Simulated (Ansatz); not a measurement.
## Electronic structure of AlBClH5O2 in real space

Input

```
crystal:
  periodic: [false, false, false]
  atoms:
    - { symbol: B, position_ang: [0.0, 0.0, 0.0] }
    - { symbol: H, position_ang: [0.0, 0.0, 1.54] }
    - { symbol: O, position_ang: [1.2211, 0.0, -0.705] }
    - { symbol: H, position_ang: [1.5209, -0.9519, -0.8599] }
    - { symbol: Cl, position_ang: [-1.6108, 0.0, -0.93] }
    - { symbol: O, position_ang: [-0.2139, 1.6086, 0.5392] }
    - { symbol: Al, position_ang: [-1.7146, 2.5509, 0.3706] }
    - { symbol: H, position_ang: [-2.9671, 1.9092, -0.3024] }
    - { symbol: H, position_ang: [-1.7772, 4.0185, 0.8959] }
    - { symbol: H, position_ang: [-0.1135, 0.8538, 1.537] }
basis:
  gaussian: { orbitals: def2-SVP }
hamiltonian:
  xc: r2scan
  dispersion: d4
relax:
  f_tol: 0.15
  max_steps: 25
  restrain:
    - { distance: [0, 5], at: 2.61, k: 30.0 }
    - { distance: [9, 1], at: 1.86, k: 30.0 }
    - { distance: [0, 1], at: 1.19, k: 30.0 }
    - { distance: [9, 5], at: 1.01, k: 30.0 }
output:
  orbitals: {}
```

Launched as:

```sh
ansatz run input.yaml --threads 4 --pin off --max-ram 5120MiB --backend cpu --events-out ev --progress --plain --runs-dir out
```

The fields are those of the run's last geometry, not of the input's.

Not at a stationary point (largest force 1.1 eV/Å).

These are results of RKS r2SCAN-D4/def2-SVP (Ansatz), not measurements.

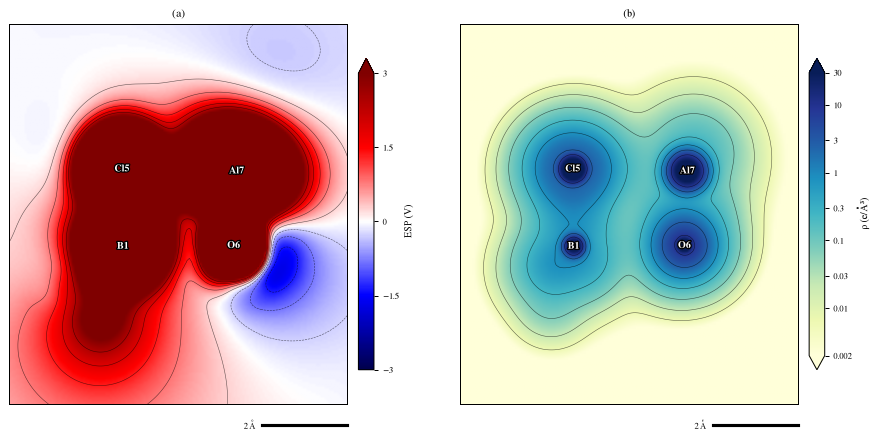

Figure 1. (a) electrostatic potential; (b) total electron density on the plane of atoms Cl5, Al7 and O6.

What does the map show?

Answer.
- The plane passes through B, Cl, O and Al nuclei.
- Al–O (1.75 Å): ρ at the midpoint is about 0.77 e/Å³.
- B–Cl (1.82 Å): the density is about 1.2 e/Å³ at the midpoint.
- Al–Cl (2.69 Å): ρ at the midpoint is about 0.21 e/Å³, with its minimum of 0.13 e/Å³ about 1.0 Å from Al.
- Outside the dense part of the molecule the potential is most negative (−1.7 V) near O6.

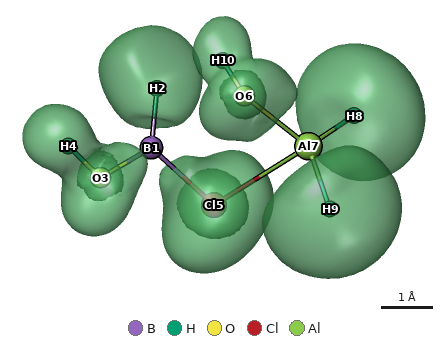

Figure 2. Isosurface of the ELF at 0.75 (green), seen across its widest extent. Core shells and regions of very low density are left out.

What do the ELF domains correspond to?

Answer. The surface consists of three regions around hydrogen nuclei, one region on Cl in which the atom's valence shell and bonds are merged and two joined regions spread over several atoms (H, O), in which their bonds and any lone pairs are merged.


B–O (1.33 Å): the ELF peaks at about 0.90 between the atoms; a polar covalent bond. Al–O (1.75 Å): the ELF peaks at about 0.90 in the valence shell of O, 0.6 Å from its nucleus, and is about 0.45 at the midpoint.

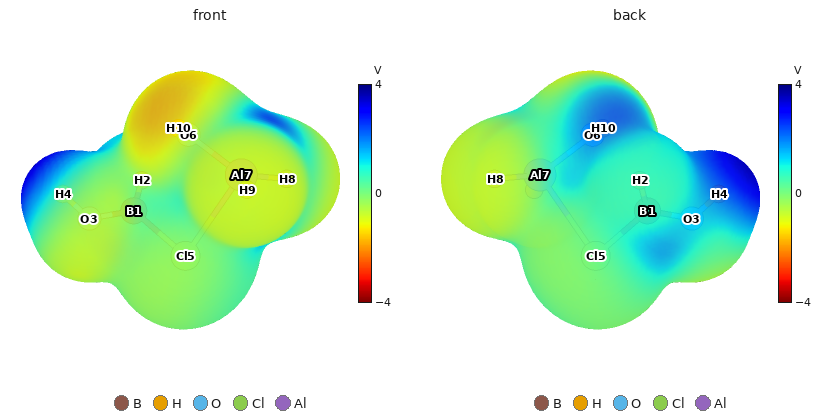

Figure 3. The electrostatic potential painted on the density surface at 0.002 e/bohr³, seen from the front and from behind; red is negative and blue positive.

Where is the surface potential most negative and most positive?

Answer. The most negative region (about −1.7 V) lies over O6, the most positive (about +3.4 V) over H4. O6 is the likeliest acceptor of a hydrogen bond.

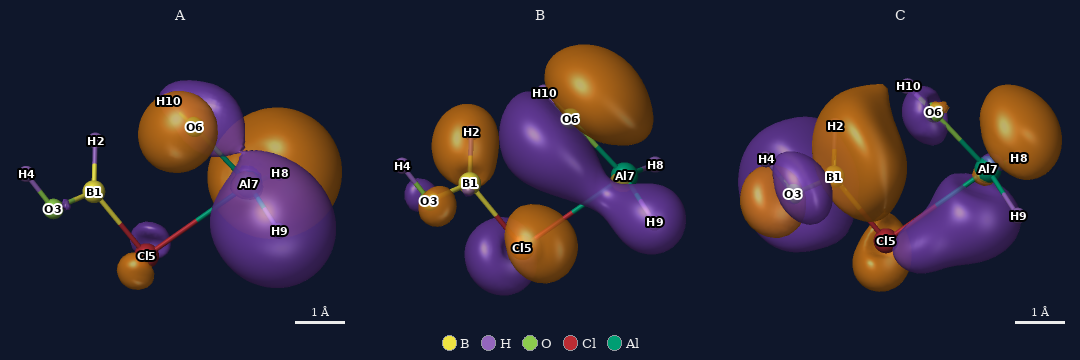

Figure 4. Three frontier orbitals at ±0.08 Å⁻³ᐟ² (orange and purple are the two phases), in no order.

Which picture is the HOMO−1, the HOMO and the LUMO?

Answer. B is the HOMO−1 (−7.45 eV). Its weight (Hirshfeld) is mainly on O6 (about 70 %) and Cl5 (about 10 %); largely a lone pair of O6. A is the HOMO (−6.85 eV). It lies mainly on H8 (about 30 %), Al7 (about 30 %), H9 (about 20 %) and O6 (about 15 %). C is the LUMO (−1.29 eV). It lies mainly on B1 (about 45 %), O3 (about 15 %), Al7 (about 15 %) and Cl5 (about 10 %).

What is the HOMO–LUMO gap?

Answer. 5.56 eV between the orbital energies.
